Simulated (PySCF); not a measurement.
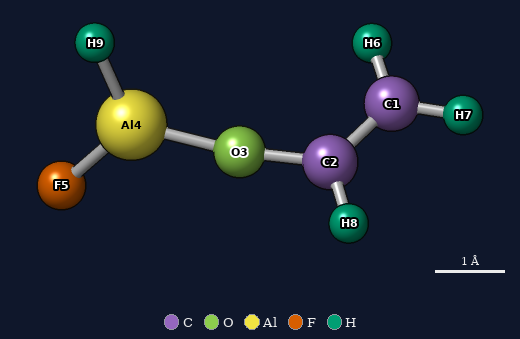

Fig. 1: The input geometry (ball-and-stick view, seen at a tilt; atoms are numbered from 1 in the order of the input). Sticks mark near contacts.

## C2H4AlFO: NMR shielding calculation

System: C2H4AlFO, SMILES C=C[O][AlH][F].
Method: GIAO PBE0/pcSseg-1 NMR shielding, non-relativistic, gas phase (PySCF 2.14.0).

The geometry comes from this level: GFN2-xTB. It belongs to a series of runs on one base structure; here: Br replaced by F. Figures and captions count atoms from 1; the log counts them from 0 in places.

### The program's output
```
coarse grid: 8448 points
cycle   1  E = -495.5988422916  dE =  4.777e-01  |g| = 8.863e-01  |ddm| = 2.703e+00
cycle   2  E = -495.4080200322  dE =  1.908e-01  |g| = 1.396e+00  |ddm| = 1.276e+00
cycle   3  E = -495.7333598434  dE = -3.253e-01  |g| = 1.075e-01  |ddm| = 8.359e-01
cycle   4  E = -495.7350072270  dE = -1.647e-03  |g| = 6.525e-02  |ddm| = 1.158e-01
cycle   5  E = -495.7359953071  dE = -9.881e-04  |g| = 1.419e-02  |ddm| = 5.198e-02
cycle   6  E = -495.7360363326  dE = -4.103e-05  |g| = 3.517e-03  |ddm| = 1.112e-02
cycle   7  E = -495.7360387738  dE = -2.441e-06  |g| = 8.469e-04  |ddm| = 2.444e-03
final grid: 78608 points
cycle   8  E = -495.7821018804  dE = -2.199e-05  |g| = 8.681e-03  |ddm| = 1.389e-02
cycle   9  E = -495.7820815051  dE =  2.038e-05  |g| = 1.369e-02  |ddm| = 1.203e-02
cycle  10  E = -495.7821152347  dE = -3.373e-05  |g| = 1.398e-03  |ddm| = 8.128e-03
cycle  11  E = -495.7821156903  dE = -4.556e-07  |g| = 2.482e-04  |ddm| = 1.120e-03
cycle  12  E = -495.7821157005  dE = -1.024e-08  |g| = 1.034e-04  |ddm| = 1.999e-04
cycle  13  E = -495.7821157028  dE = -2.315e-09  |g| = 1.792e-05  |ddm| = 7.990e-05
cycle  14  E = -495.7821157029  dE = -7.844e-11  |g| = 2.650e-06  |ddm| = 1.695e-05
```

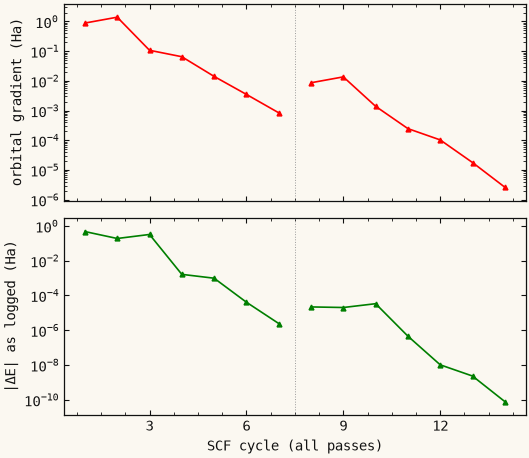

Fig. 2: Convergence of the self-consistent field: orbital gradient and size of the energy change against the SCF cycle. The dotted line marks the change from a coarse to the final integration grid. The first 7 cycles use a coarse grid, the final grid takes over at cycle 8, and the field converges after 14 cycles in all.

```
converged SCF energy = -495.7821157029

GIAO shielding tensors (ppm)
atom      isotropic    diamagn.    paramagn.     s11        s22        s33       span
  0 C       86.783     255.769    -168.986    -18.127    121.447    157.028    175.154
  1 C       32.807     248.912    -216.105    -77.395     72.131    103.684    181.079
  2 O      200.171     399.110    -198.939    119.627    204.902    275.984    156.357
  3 Al     473.742     794.919    -321.177    421.146    478.378    521.701    100.554
  4 F      335.043     468.780    -133.737    239.413    310.141    455.574    216.161
  5 H       26.979      31.774      -4.795     24.146     25.788     31.004      6.858
  6 H       27.226      29.248      -2.022     25.127     26.459     30.092      4.965
  7 H       24.932      28.966      -4.034     21.704     25.767     27.325      5.621
  8 H       27.973      29.479      -1.507     24.149     25.735     34.034      9.885
```

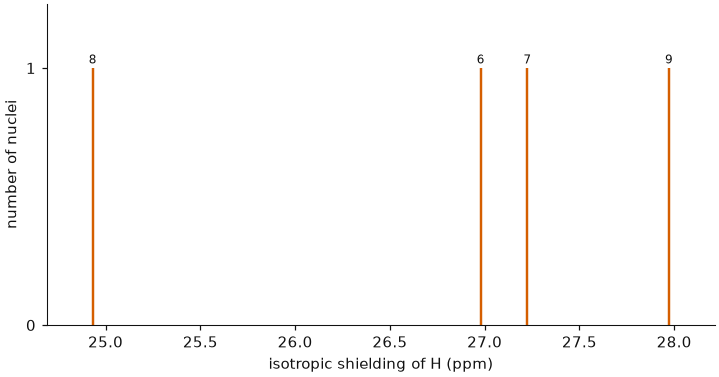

Fig. 3: Isotropic shieldings of the hydrogen nuclei in this fixed geometry, labelled by atom number; shielding grows to the right, so chemical shift grows to the left. The least shielded is H8 (24.9 ppm), the most shielded H9 (28.0 ppm).

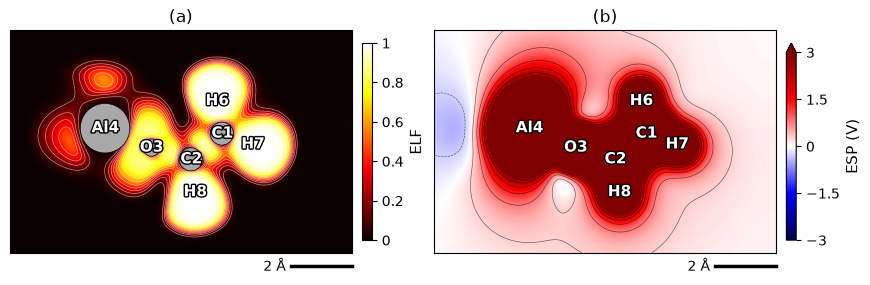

Fig. 4: (a) electron localisation function; (b) molecular electrostatic potential on the plane of atoms O3, C2 and H8. Grey discs, where drawn, cover atomic cores. Atoms in the plane: C, O, Al and H. C–C (1.32 Å): the ELF peaks at about 0.95 between the atoms (a double or triple bond). Al–O (1.65 Å): the ELF peaks at about 0.80 in the valence shell of O, 0.6 Å from its nucleus, and is about 0.35 at the midpoint. C–H (1.07 Å): the ELF climbs to about 1 towards the hydrogen, as it does in any bond to H; a covalent bond by its length.

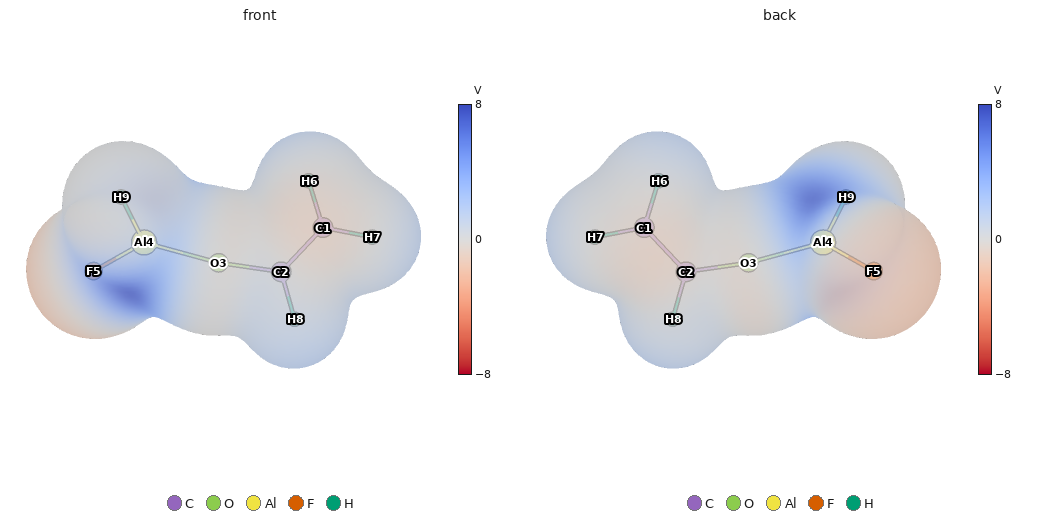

Fig. 5: The molecular electrostatic potential painted on the density surface at 0.004 e/bohr³, seen face on and from behind; red is negative and blue positive. Its dipole moment is 1.40 D.

This output came from the following input.

### Input file
```
{"job": {"kind": "nmr", "xc": "PBE0", "basis": "pcSseg-1"}, "charge": 0, "multiplicity": 1}
C     -1.694826    -0.154544     0.644402
C     -0.763350    -0.718702    -0.101092
O      0.475436    -0.207482    -0.269357
Al     1.890945     0.612878    -0.471419
F      3.333874     0.024141     0.060895
H     -1.507063     0.767829     1.167120
H     -2.664371    -0.602921     0.750701
H     -0.930675    -1.647157    -0.635927
H      1.873591     1.931953    -1.170503
```

The first line tells a small driver script what to run in PySCF; the rest is the geometry in Å.

Run as:
```bash
OMP_NUM_THREADS=1 python <driver script> task.json out
```

### Summary

- outcome: converged
- total energy: −495.782116 hartree
- HOMO: −7.04 eV
- LUMO: −0.54 eV
- dipole moment: 1.40 D
- isotropic shielding, C: 32.8 to 86.8 ppm
- isotropic shielding, O: 200.2 ppm
- isotropic shielding, Al: 473.7 ppm
- isotropic shielding, F: 335.0 ppm
- isotropic shielding, H: 24.9 to 28.0 ppm
- hardware: 1 CPU thread, shared host
- wall time: 19 s
- peak memory: 0.49 GiB
